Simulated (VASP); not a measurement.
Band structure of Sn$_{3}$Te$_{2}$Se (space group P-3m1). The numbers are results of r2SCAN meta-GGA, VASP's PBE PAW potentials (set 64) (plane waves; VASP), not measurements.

Unless said otherwise, spin-orbit coupling is left out, though it shifts the bands of the heavy elements here.

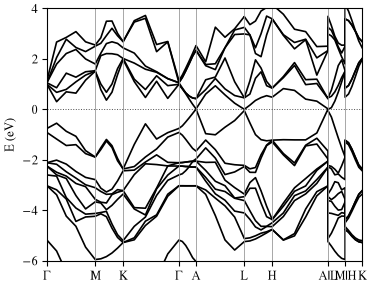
Figure. Bands along high-symmetry lines, zero at the valence-band maximum or, without a gap, the Fermi level

Task: Read the plot: is there a gap, and where are the band edges?

Result: It has no gap at this level: it comes out as a metal or semimetal.

The structure comes from a computed database's Sn3Te2Se entry (P-3m1); how it stands against other phases isn't given here. It was relaxed first.
